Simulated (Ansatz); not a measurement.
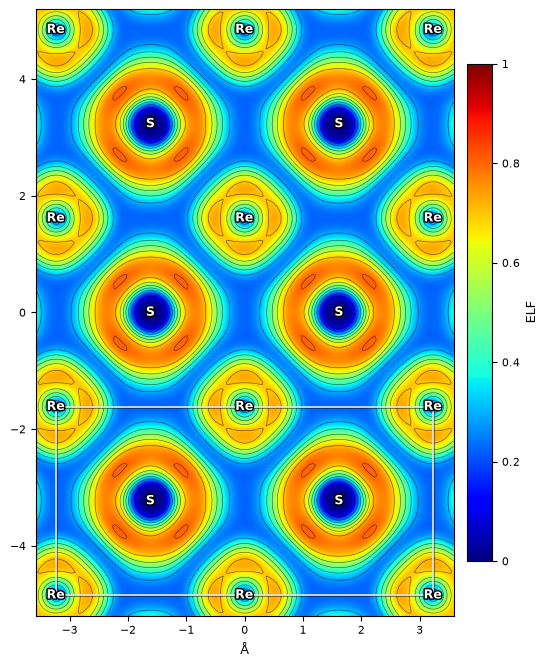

Figure. ReS. ELF on the (110) plane of the calculation cell.

Space group Fm-3m; started from the rock salt prototype, which need not be the ambient phase; computed pressure about 75 GPa in this cell; the program warned that a starting moment wasn't kept; spin-polarised, but the moments vanished.

Level of theory: Ansatz, DFT PBE, scalar-relativistic, plane waves, PAW.

Core electrons are frozen (PAW), and the valence fields are smoothed inside the atomic spheres.

What do the fields say about this system?

Answer. The plane passes through Re and S nuclei. Re–S (2.29 Å): the ELF peaks at about 0.80 in the valence shell of S, 0.7 Å from its nucleus, and is about 0.35 at the midpoint. The features right at Re lie inside the PAW spheres, where the map follows smoothed inner orbitals and isn't to be read closely.
